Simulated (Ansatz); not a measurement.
System: MoPt₂ (Immm, No. 71). Method: BLYP in Ansatz (PAW).

Run with plane-wave cutoff 520 eV, 24×24×24 k mesh, Fermi–Dirac smearing 0.05 eV, no spin polarisation, scalar-relativistic PAW data made under PBE.

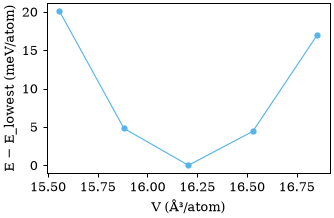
*Total energy against volume*

Q: From the curve, estimate the equilibrium volume and the bulk modulus.

A: V0 ≈ 16.2 Å³/atom and B0 ≈ 230 GPa; the fit gives V0 = 16.206 Å³/atom, B0 = 228 GPa, B′ = 5.2.

Shape and atoms are relaxed at each volume.

Note: the relaxation could not lower the start's symmetry, so the cell can be a saddle point above a distorted one; the bulk modulus comes from volumes at which shape and atoms were relaxed.

Spin–orbit coupling is not included.

Computed values are for the static lattice.

Ansatz is an electronic-structure program.
